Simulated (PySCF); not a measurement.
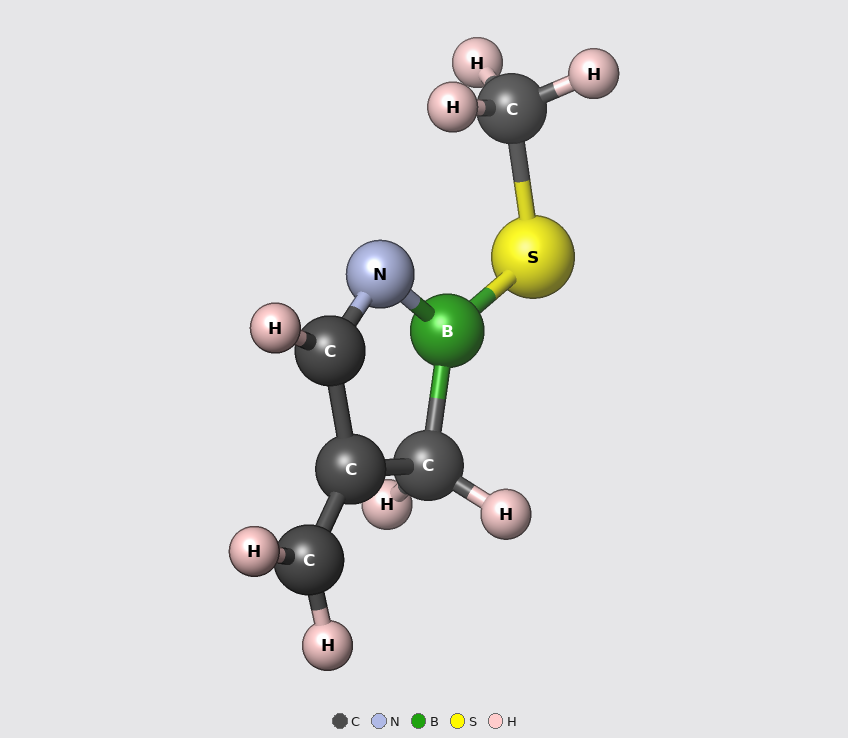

The computed structure is the end point of a GFN2-xTB optimisation. No frequency run is at hand to confirm it as a minimum.

**Give the formula.**

C₅H₈BNS, 16 atoms: 5 carbon, 8 hydrogen, 1 boron, 1 nitrogen and 1 sulfur.

**Does it have rings?**

Independent rings (smallest set): 1 of 5 members.

**Name some functional groups or characteristic bonds that it holds.**

Among them: alkene, imine.

More results for the same structure follow; atom numbers are the same in all pictures, views and colours differ.

## Dipole moment

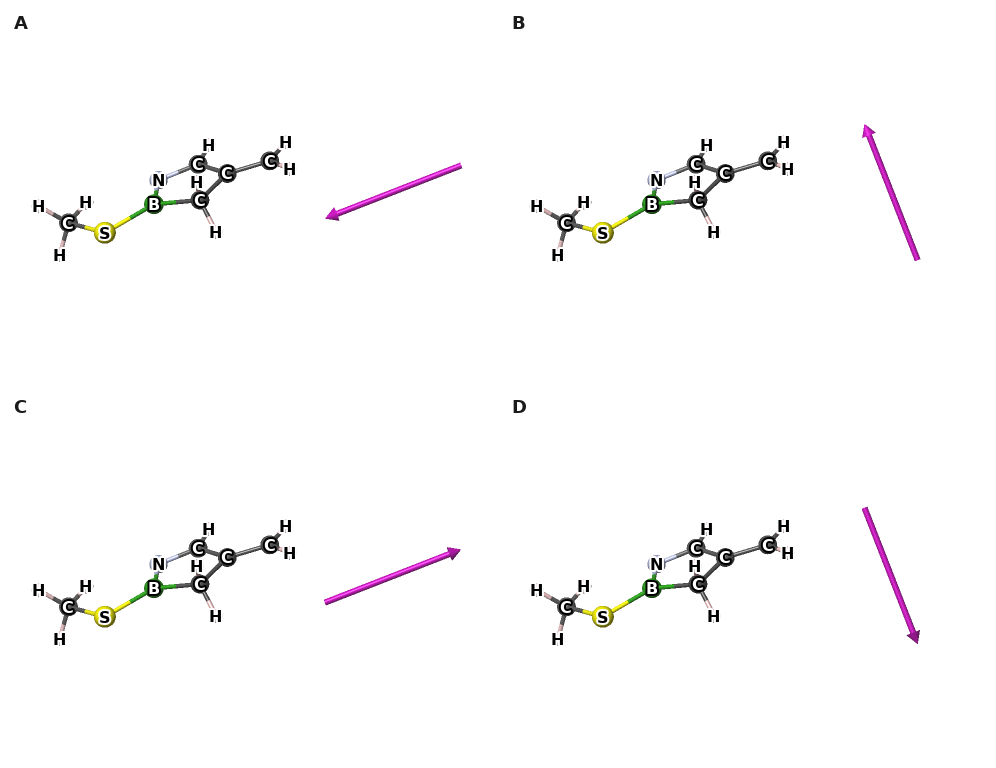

The same molecule four times, each with an arrow. No frequency run is at hand to confirm it as a minimum. Properties computed with PBE0/def2-SVPD, gas phase (PySCF 2.14.0).

**Which arrow points along the dipole moment, from the negative to the positive end?**

C. The dipole moment is 1.66 D.

## Excitation

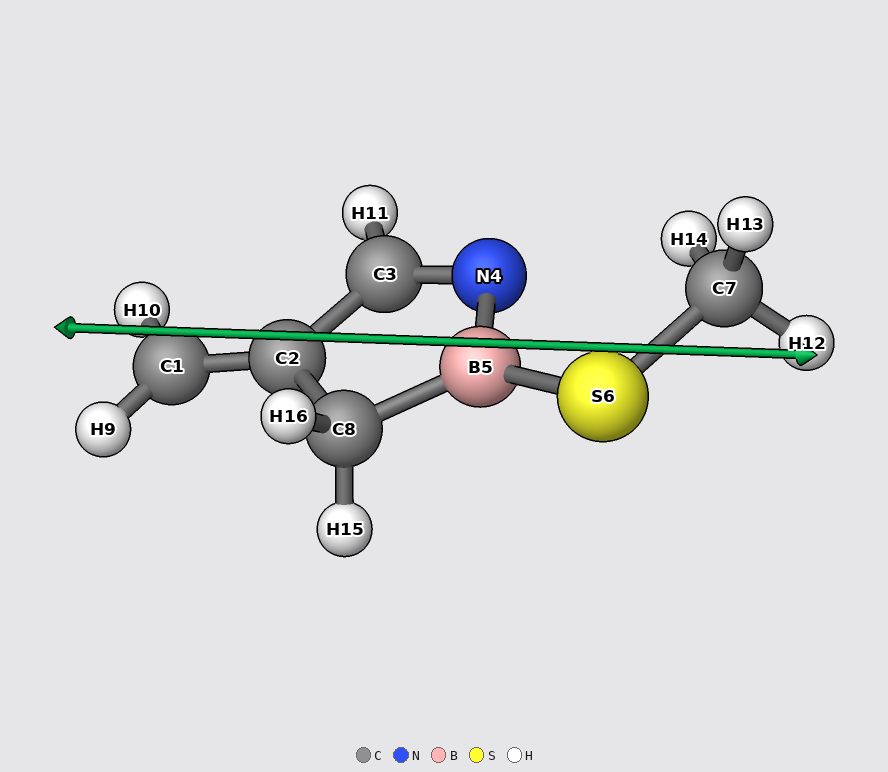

The double arrow shows the direction of the transition dipole to excited singlet state 2 (its length means nothing). No frequency run is at hand to confirm it as a minimum. Method: TDDFT PBE0/def2-SVPD, vertical, gas phase, core orbitals frozen in the response (PySCF 2.14.0).

**How is the transition polarised?**

Nearly parallel to the C3–N4 bond.

**Where does the transition lie, and how strong is it?**

4.54 eV (273 nm), oscillator strength 0.35, mainly HOMO → LUMO (weight 0.97); transition dipole 4.48 D.

## Polarisability

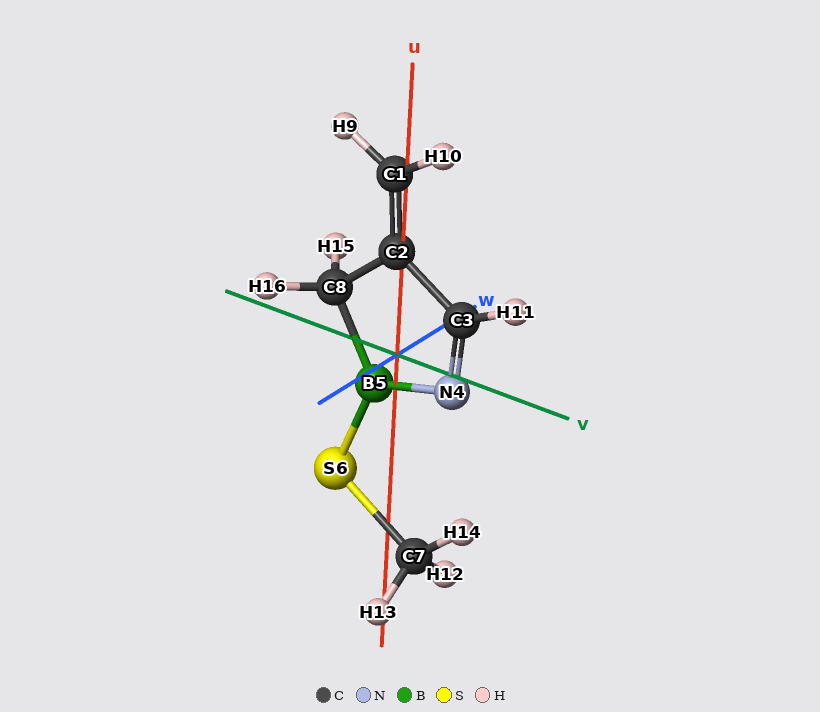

The lines u, v and w are the principal axes of the static dipole polarisability. No frequency run is at hand to confirm it as a minimum. Computed with PBE0/def2-SVPD (PySCF 2.14.0).

**Along which axis is the molecule most polarisable, and along which least?**

Most along u (nearly parallel to the C1–C2 bond), least along w.

**Give the three principal values.**

u 161.9, v 90.8, w 66.0 bohr³; mean 106.2, anisotropy 86.2 bohr³.

The geometry is semi-empirical. Around B such bond lengths and angles can be off by a tenth of an ångström or more and by several degrees, and values that hang on the shape move with them.
